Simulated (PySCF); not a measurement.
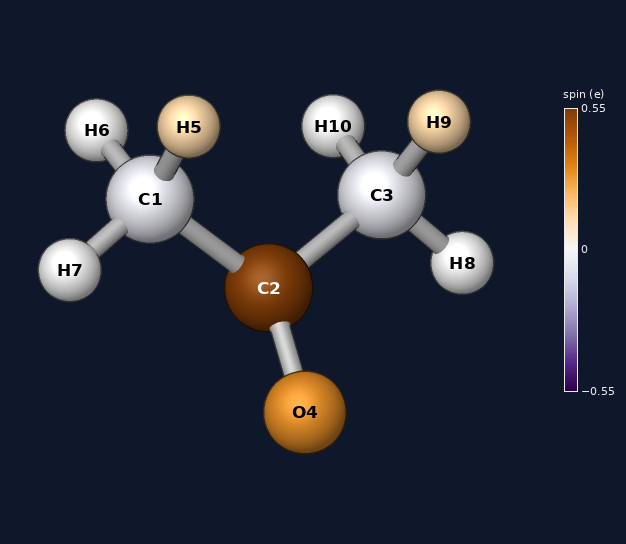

Atoms are coloured by their Mulliken spin populations. Charge −1, doublet. The computed structure is the end point of a GFN2-xTB optimisation. No frequency run is at hand to confirm it as a minimum. Properties computed with UKS B3LYP, pcH-1 on C H O, non-relativistic (PySCF 2.14.0).

Which atom carries the largest spin population?

C2 (0.53 e).

Which atom has the lowest spin population?

C1, C3 (−0.04 e); a negative value comes from spin polarisation.

Give the Mulliken spin populations atom by atom.

| atom | value (e) |
| --- | --- |
| C1 | −0.04 |
| C2 | 0.53 |
| C3 | −0.04 |
| O4 | 0.30 |
| H5 | 0.13 |
| H6 | 0.00 |
| H7 | 0.00 |
| H8 | 0.00 |
| H9 | 0.13 |
| H10 | 0.00 |

Mulliken values depend strongly on the basis set.
